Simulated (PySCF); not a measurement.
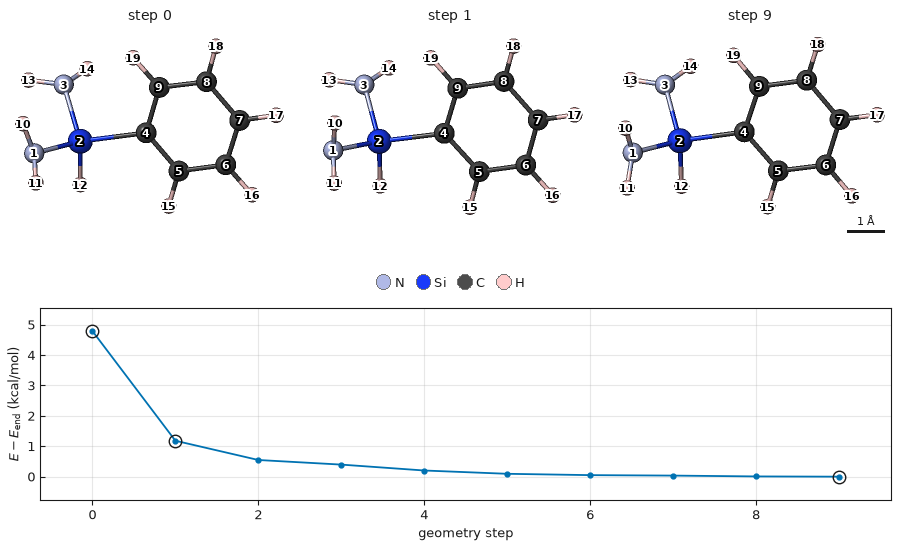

Frames of a relaxation of C6H10N2Si, marked on the history of the run. The picture is a ball-and-stick view, seen at a tilt.

The start comes from GFN2-xTB. Its atoms were then displaced at random by about 0.01 Å.

These are results of PBE0-D3(BJ)/def2-SVP geometry optimisation, gas phase (PySCF 2.14.0, density-fitted response routines), not measurements. 

Describe the path.

After 9 geometry steps the energy has fallen by 4.79 kcal/mol. The atom that moves furthest after the best rigid fit is H11 (0.36 Å). By element the largest moves are H 0.36 Å, C 0.06 Å, Si 0.05 Å, N 0.04 Å. Near-neighbour distances that change, for instance: Si2–C4 1.927 → 1.882 Å, C4–C5 1.363 → 1.402 Å, Si2–H12 1.463 → 1.502 Å, N1–H11 0.977 → 1.013 Å. Among the angles between lasting bonds that change: Si2–N1–H10 115.9° → 119.5°, Si2–N3–H14 117.7° → 119.8°, C5–C4–C9 120.1° → 118.0°. Groups turn about N1–Si2 by about 20°. The run took 4.7 min on 1 thread of Arm Neoverse N1, with other jobs on the host. From step 0 to 1: H10 moves most (0.36 Å), energy −3.61 kcal/mol. From step 1 to 9: H11 moves most (0.32 Å), energy −1.18 kcal/mol.
